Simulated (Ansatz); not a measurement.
## Electronic structure of C₆H₄AlF₇O₂ (SMILES [CH3][Al-]1([F])[O]C(C(F)(F)F)=CC(C(F)(F)F)=[O+]1) in real space

The calculation's input:

```
crystal:
  periodic: [false, false, false]
  atoms:
    - {symbol: C, position_ang: [-1.705006, -0.955021, 2.648914]}
    - {symbol: Al, position_ang: [-0.117274, -0.231421, 1.827855]}
    - {symbol: F, position_ang: [1.215778, 0.216349, 2.701125]}
    - {symbol: O, position_ang: [-0.465031, 1.194227, 0.707019]}
    - {symbol: C, position_ang: [-0.083695, 1.319041, -0.485820]}
    - {symbol: C, position_ang: [-0.420174, 2.684326, -1.101616]}
    - {symbol: F, position_ang: [-1.739002, 2.855452, -1.111225]}
    - {symbol: F, position_ang: [0.024113, 2.788197, -2.351723]}
    - {symbol: F, position_ang: [0.128327, 3.653576, -0.379732]}
    - {symbol: C, position_ang: [0.562520, 0.357179, -1.251267]}
    - {symbol: C, position_ang: [0.809689, -0.898756, -0.712536]}
    - {symbol: C, position_ang: [1.460969, -1.985665, -1.579055]}
    - {symbol: F, position_ang: [1.765765, -1.535773, -2.793849]}
    - {symbol: F, position_ang: [0.623944, -3.010743, -1.710898]}
    - {symbol: F, position_ang: [2.574306, -2.418498, -1.000614]}
    - {symbol: O, position_ang: [0.531994, -1.280611, 0.454041]}
    - {symbol: H, position_ang: [-2.477584, -1.190745, 1.911634]}
    - {symbol: H, position_ang: [-1.485014, -1.874844, 3.198200]}
    - {symbol: H, position_ang: [-2.139141, -0.250938, 3.364442]}
    - {symbol: H, position_ang: [0.842513, 0.573965, -2.268595]}
basis:
  gaussian: {orbitals: def2-TZVPP}
hamiltonian: {xc: pbe0, dispersion: d4}
output: {orbitals: {seedname: orbitals}}
```

Command:

```sh
ansatz run in.yaml --threads 11 --pin off --events-out ev --progress --plain --max-ram 174080MiB --backend cuda --devices 0, --max-vram 75GiB
```

Geometry: PBE0-D4/def2-TZVP.

These are results of Ansatz, RKS PBE0-D4/def2-TZVPP, not measurements.

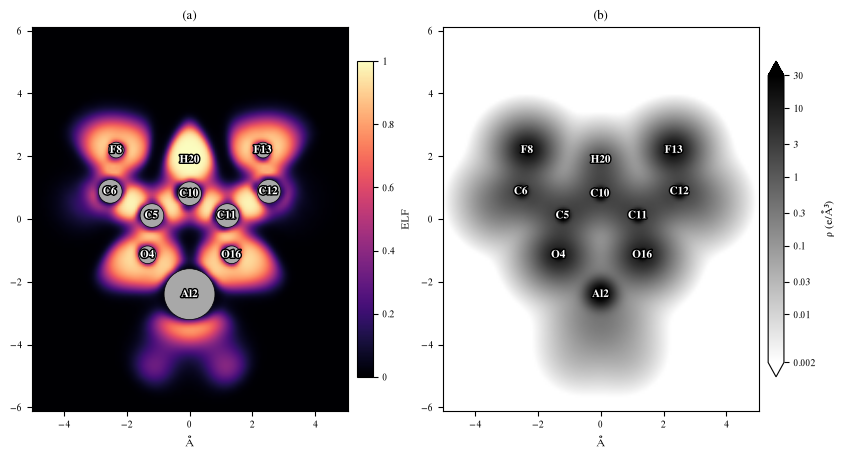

Figure 1. (a) ELF; (b) electron density on the plane of atoms C11, C10 and H20. Grey discs cover the atomic cores in the ELF map.

Question: Interpret the plot.

Answer: The section cuts through Al, O, C, F and H sites.
C–O (1.26 Å): ρ at the midpoint is about 3 e/Å³; the ELF peaks at about 0.90 between the atoms; a polar covalent bond.
C–F (1.33 Å): the density is about 2.5 e/Å³ at the midpoint; the ELF peaks at about 0.80 between the atoms (a polar covalent bond).
C–C (1.39 Å): the density is about 2.2 e/Å³ at the midpoint; the ELF peaks at about 0.95 between the atoms: a covalent bond.
Al–O (1.85 Å): ρ at the midpoint is about 0.63 e/Å³; the ELF peaks at about 0.90 in the valence shell of O, 0.6 Å from its nucleus, and is about 0.50 at the midpoint.
C–H (1.08 Å): the density is about 2.1 e/Å³ at the midpoint; the ELF climbs to about 1 towards the hydrogen, as it does in any bond to H; a covalent bond by its length.
The ELF also peaks beside O16, O4, F8 and F13, away from the bonds: lone-pair regions.

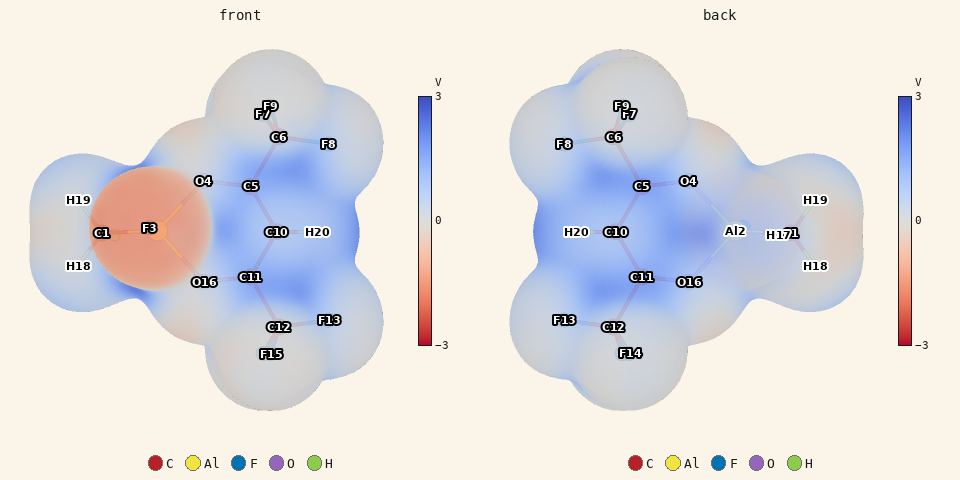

Figure 2. The electrostatic potential painted on the density surface at 0.002 e/bohr³, seen from the front and from behind; red is negative and blue positive.

Question: Which sites attract a positive test charge, and which a negative one?

Answer: A positive charge is drawn to the negative regions and a negative charge to the positive ones. The most negative region (about −1.5 V) lies over F3, the most positive (about +1.9 V) over Al2.

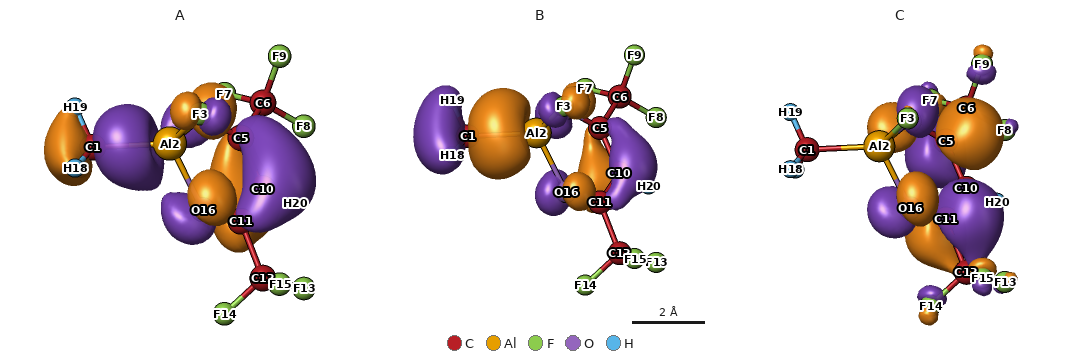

Figure 3. Three frontier orbitals at ±0.1 Å⁻³ᐟ² (orange and purple are the two phases), in no order.

Question: Order the three orbitals by energy and name them.

Answer: A is the HOMO−1 (−9.01 eV). By Hirshfeld shares it lies mainly on C10 (about 25 %), C1 (about 15 %), O16 (about 10 %), O4 (about 10 %), Al2 (about 10 %), C11 (about 10 %) and C5 (about 10 %). B is the HOMO (−8.56 eV). Its weight (Hirshfeld) is mainly on C1 (about 40 %), Al2 (about 15 %), C10 (about 10 %), O4 (about 5 %) and O16 (about 5 %). C is the LUMO (−3.63 eV). By Hirshfeld shares it lies mainly on C5 (about 25 %), C11 (about 25 %), O16 (about 15 %), O4 (about 15 %) and C10 (about 10 %).

Question: What is the HOMO–LUMO gap?

Answer: 4.93 eV between the orbital energies.
